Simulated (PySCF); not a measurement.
C₇H₆OSe, SMILES O=Cc1ccccc1[SeH] at its GFN2-xTB optimised geometry (Å):

```
15

O     -1.0253    -2.8410     0.0037
C     -1.6120    -1.7769     0.0011
C     -0.9318    -0.5007     0.0000
C     -1.6305     0.7102    -0.0008
C     -0.9481     1.9050    -0.0008
C      0.4456     1.9031    -0.0002
C      1.1502     0.7187     0.0000
C      0.4743    -0.5007     0.0000
Se     1.3960    -2.1432     0.0002
H     -2.7137    -1.7418    -0.0018
H     -2.7108     0.6898    -0.0012
H     -1.4850     2.8410    -0.0011
H      0.9815     2.8408    -0.0003
H      2.2319     0.7263     0.0001
H      2.7137    -1.4622    -0.0025
```

Computed with PySCF with PBE0/def2-TZVP.

Map of the log10 of the electron density (e/bohr³), floored at −4 on the plane z = 1.0 Å:

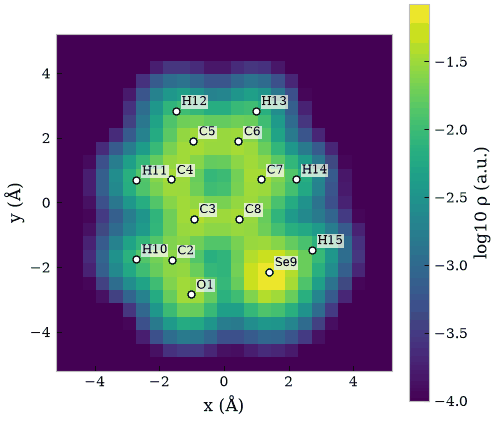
Figure: Log10 of the electron density (e/bohr³), floored at −4 on the plane z = 1.0 Å.
